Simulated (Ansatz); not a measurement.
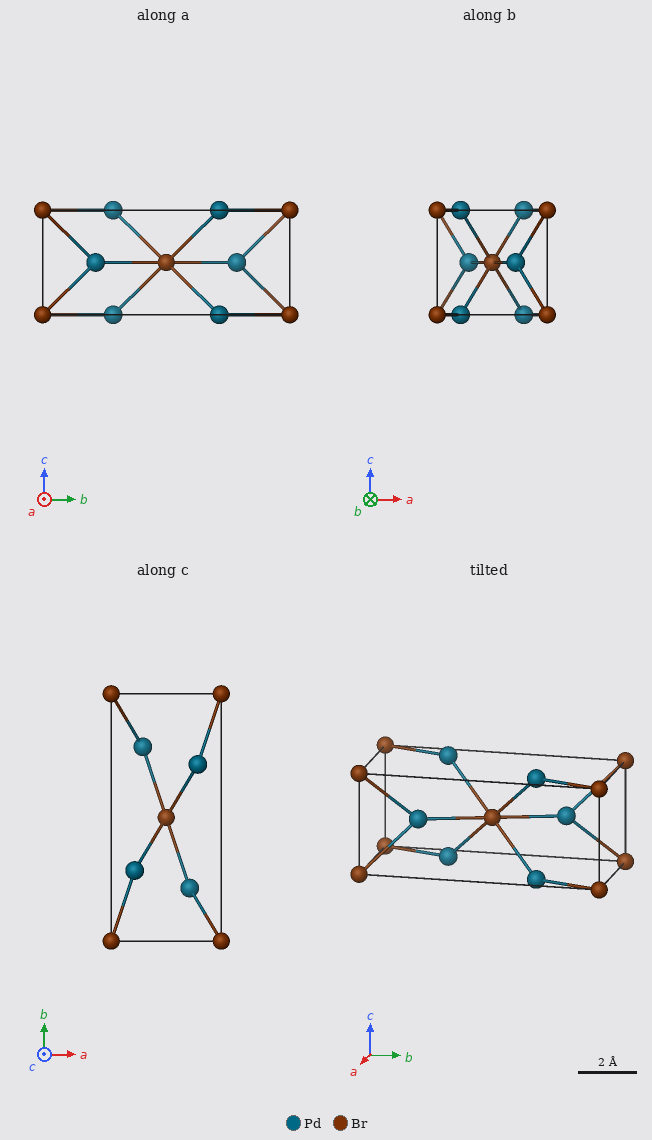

Figure: ball-and-stick view along the a axis, along the b axis, along the c axis and slightly off an axis. One conventional unit cell is framed, with atoms on its boundary repeated.

Lattice parameters: a = 3.8239 Å, b = 8.5910 Å, c = 3.6347 Å, α = 90.000°, β = 90.000°, γ = 90.000°.

Question: Put the structure into a CIF in P1 with every atom of the cell, with free fractional coordinates to two decimals.

Answer:
```cif
data_structure
_symmetry_space_group_name_H-M 'P 1'
_symmetry_Int_Tables_number 1
_cell_length_a 3.8239
_cell_length_b 8.5910
_cell_length_c 3.6347
_cell_angle_alpha 90.000
_cell_angle_beta 90.000
_cell_angle_gamma 90.000
_cell_volume 119.40
loop_
_atom_site_label
_atom_site_type_symbol
_atom_site_fract_x
_atom_site_fract_y
_atom_site_fract_z
_atom_site_occupancy
Pd1 Pd 0.29 0.79 0.50 1
Pd2 Pd 0.79 0.71 0.00 1
Pd3 Pd 0.71 0.21 0.50 1
Pd4 Pd 0.21 0.29 0.00 1
Br1 Br 0.50 0.50 0.50 1
Br2 Br 0.00 0.00 0.00 1
```

The structure comes from a textbook structure type filled with these elements (whether it is the usual form wasn't checked). The picture shows the end point of a geometry optimisation with DFT PBE, scalar-relativistic, plane waves, PAW in Ansatz.
